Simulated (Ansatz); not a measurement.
Single-point calculation of SiNH₆F

System: SiNH₆F.
Method: RKS PBE0-D4/def2-TZVPP (Ansatz 0.2.0).

The geometry is the product side of a reaction. The reaction was set up to form Si1–H7 and F2–H6 and to break Si1–F2 and H6–H7 (atoms counted from 1 in the order of the input); sticks are drawn by distance alone. The geometry comes from this level: PBE0-D4/def2-TZVP.

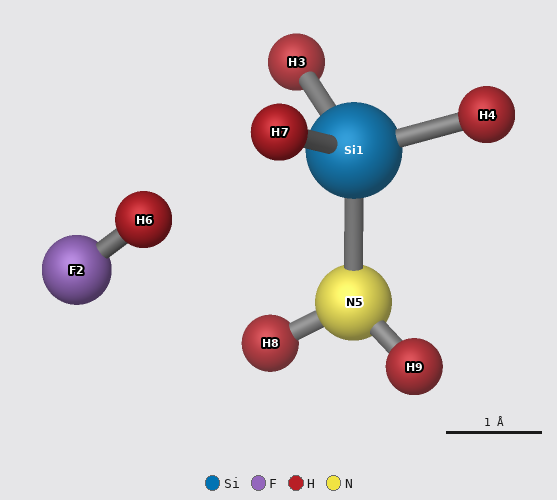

**Figure 1.** The structure as given in the input (ball-and-stick view, seen at a tilt; atoms are numbered from 1 in the order of the input). Bond lengths as drawn: F–H 0.93 Å, H–N 1.01 Å, H–Si 1.48 to 1.51 Å and N–Si 1.71 Å.

## Input file
```yaml
crystal:
  periodic: [false, false, false]
  atoms:
    - {symbol: Si, position_ang: [0.593576, 0.147326, 0.708012]}
    - {symbol: F, position_ang: [-0.115089, -0.817629, -2.380101]}
    - {symbol: H, position_ang: [1.165264, -1.165625, 1.090512]}
    - {symbol: H, position_ang: [0.984949, 1.213848, 1.660525]}
    - {symbol: N, position_ang: [-1.113364, 0.062827, 0.655351]}
    - {symbol: H, position_ang: [0.446098, -0.260089, -1.891111]}
    - {symbol: H, position_ang: [1.250354, 0.506143, -0.605609]}
    - {symbol: H, position_ang: [-1.557705, -0.596091, 0.034524]}
    - {symbol: H, position_ang: [-1.654084, 0.909292, 0.727899]}
basis:
  gaussian: {orbitals: def2-TZVPP}
hamiltonian: {xc: pbe0, dispersion: d4}
output: {orbitals: {seedname: orbitals}}
```

Command:
```bash
ansatz run in.yaml --threads 2 --pin off --events-out ev --progress --plain --max-ram 4352MiB
```

## What the program printed
```
Functional definition: PBE0
  name "PBE0"
  cite "Adamo & Barone, J. Chem. Phys. 110, 6158 (1999) doi:10.1063/1.478522"
  cite "Perdew, Burke & Ernzerhof, Phys. Rev. Lett. 77, 3865 (1996) doi:10.1103/PhysRevLett.77.3865"
  parent pbe
  parameter a = 0.25
  parameter kappa = 0.804
  parameter beta = 0.06672455060314922
  exchange = (1 - a)*pbe_x(kappa = kappa, mu = beta*pi^2/3) + a*exact_x
  correlation = pbe_c(beta = beta)
956 factors; their error is unknown
mean field evaluation 1: about -12170.4662 eV, gradient 6.3e1 eV
mean field evaluation 2: about -12161.3626 eV, gradient 8.9e1 eV
mean field evaluation 4: about -12177.2908 eV, gradient 2.3e0 eV
mean field evaluation 8: about -12177.3022 eV, gradient 2.5e-2 eV
mean field evaluation 16: about -12177.3342 eV, gradient 1.4e-5 eV
mean field -12177.33419291 eV, -447.5087774960 hartree, gradient 1.4e-5 eV, S^2 0.000000; 0 other end points of the search recorded, 0 dependent functions left out
reference -12177.33421997 eV, -447.5087784905 hartree; 18, 18 occupied and 170, 170 virtual orbitals, 956 factors
Total energy: -12177.43006314 eV, -447.5123006619 hartree
```

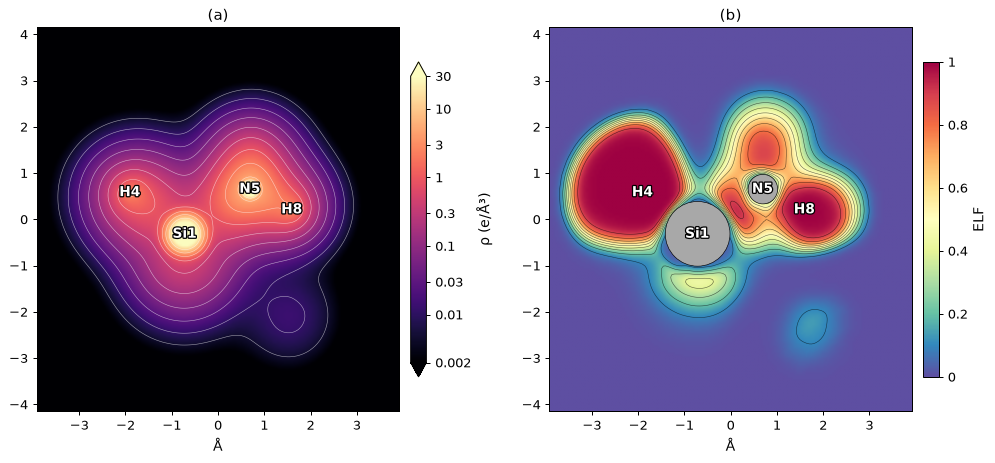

**Figure 2.** (a) electron density; (b) electron localisation function on the plane of atoms Si1, N5 and H8. Grey discs, where drawn, cover atomic cores. The section cuts through Si, H and N sites. Si–N (1.71 Å): ρ at the midpoint is about 1.1 e/Å³; the ELF peaks at about 0.90 between the atoms (a polar covalent bond). Si–H (1.48 Å): ρ is about 0.82 e/Å³ halfway; the ELF climbs to about 1 towards the hydrogen.

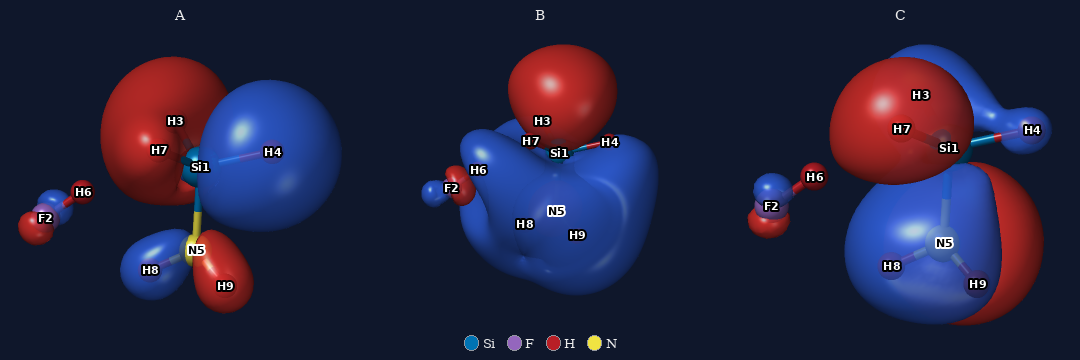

**Figure 3.** Three frontier orbitals at ±0.06 Å⁻³ᐟ² (red and blue are the two phases). A is the HOMO−1 (−9.92 eV). It lies mainly on Si1 (40 %), H4 (30 %) and H3 (20 %). C is the HOMO (−7.80 eV). B is the LUMO (0.04 eV). By Hirshfeld shares it lies mainly on Si1 (40 %), H9 (10 %) and N5 (10 %). The HOMO–LUMO gap is 7.84 eV between the orbital energies.

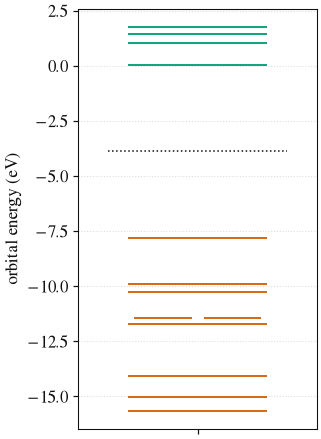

**Figure 4.** Orbital energies near the frontier; the dotted line parts filled from empty levels, and levels within 0.02 eV of each other stand side by side. Highest filled −7.80 eV, lowest empty 0.04 eV, 7.84 eV apart.

## Summary

| quantity | value |
| --- | --- |
| outcome | converged |
| total energy | −12177.4301 eV |
| mean-field energy | −12177.3342 eV |
| dispersion energy | −0.0958 eV |
| SCF solution under orbital rotations | stable |
| HOMO | −7.80 eV |
| LUMO | 0.04 eV |
| hardware | 2 threads of Arm Neoverse V2, 23 GiB of memory available, shared host |
| wall time | 1.9 s (CPU time 3.6 s) |
| peak memory | 0.4 GiB |
